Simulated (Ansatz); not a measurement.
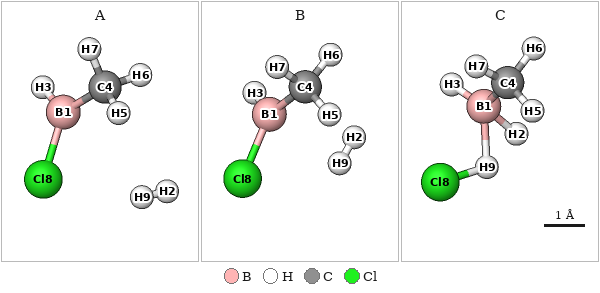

3 geometries from a converged minimum-energy path of CH₆BCl, shuffled. Style: ball-and-stick. Shown from a free direction.

All numbers below come from RKS PBE/def2-SVP (Ansatz 0.2.0). Settings: 7 movable images; climbing image; force threshold 0.05 eV/Å; iteration limit 60; starting path through a guess of the saddle point.

**Which frame is the transition state?**

C. In order along the path, whose images run from 0 to 8: C (image 2, +0.07 eV), B (image 5, −0.81 eV), A (image 8, −0.86 eV). Breaking: B1–H2 (1.23 → 1.28 at the top → 3.93 Å), Cl8–H9 (1.32 → 1.46 at the top → 3.15 Å). Forming: B1–Cl8 (2.80 → 2.25 at the top → 1.77 Å), H2–H9 (1.71 → 1.20 at the top → 0.77 Å).

The run took 3.2 min on 1 thread of Arm Neoverse V2 (shared host), peak memory 0.13 GiB.
